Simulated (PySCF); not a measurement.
## Electronic structure of BH$_{4}$O$_{4}$Si (charge −1) in real space

```xyz
10

O    -0.1098    0.2093    1.5749
B    -0.0193    1.0146    0.4886
O    -0.0816    2.3936    0.6708
O     0.0967   -1.9426    0.2633
Si    0.2106   -1.1275   -1.0943
O     0.1299    0.5556   -0.7924
H    -0.0421   -0.7598    1.2152
H    -0.1859    2.5308    1.6171
H    -0.8823   -1.3590   -2.1248
H     1.4997   -1.2901   -1.8825
```

Geometry: PBE0-D3(BJ)/def2-SVP.

Method: PySCF, PBE0/aug-pcSseg-2, SCF density, gas phase, non-relativistic.

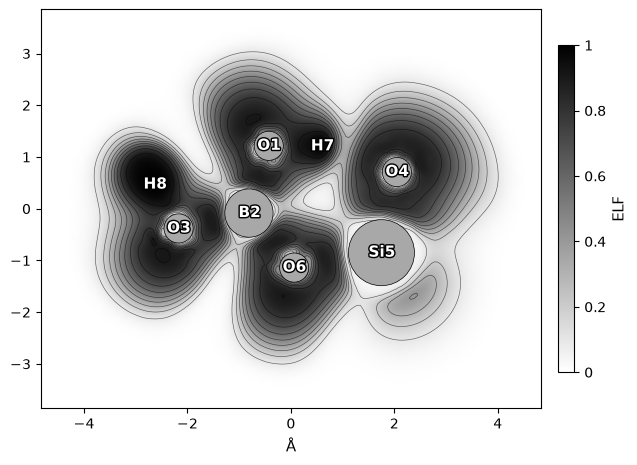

Figure 1. Electron localisation function on the plane of atoms B2, O1 and H7. Grey discs cover the atomic cores.

**Interpret the plot.**

Atoms in the plane: O, B, Si and H. B–O (1.36 Å): the ELF peaks at about 0.90 between the atoms: a polar covalent bond. Si–O (1.59 Å): the ELF peaks at about 0.85 between the atoms: a short, strongly polar bond. O–H (0.96 Å): the ELF climbs to about 1 towards the hydrogen, as it does in any bond to H; a covalent bond by its length. Si–O (1.71 Å): the ELF peaks at about 0.90 between the atoms: a shared but strongly polarised pair. The ELF also peaks beside O6, O3, O4 and O1, away from the bonds: lone-pair regions.

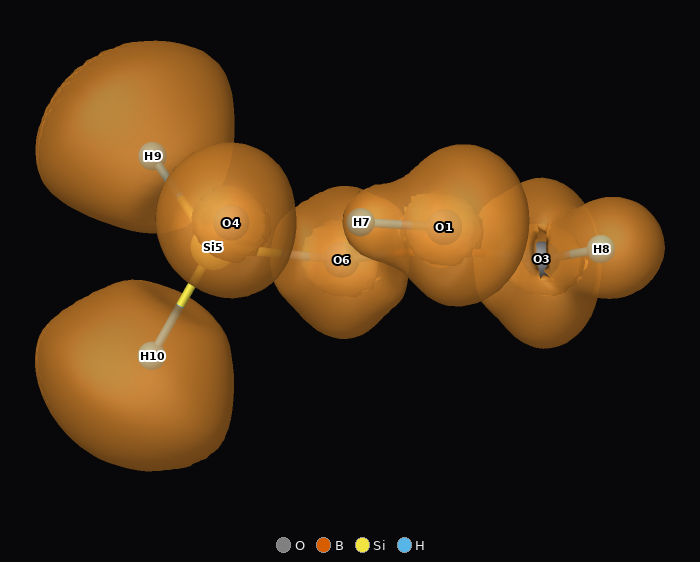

Figure 2. Isosurface of the ELF at 0.75 (orange), seen from one side. Only the valence region is drawn (cores and ρ < 0.01 e/Å³ removed).

**Describe the localisation domains.**

At this value the surface marks out two regions around hydrogen nuclei, one region on O in which the atom's valence shell and bonds are merged, one region wrapped around O (its lone pairs, merged into a ring or cap) and two joined regions spread over several atoms (H, O), in which their bonds and any lone pairs are merged.
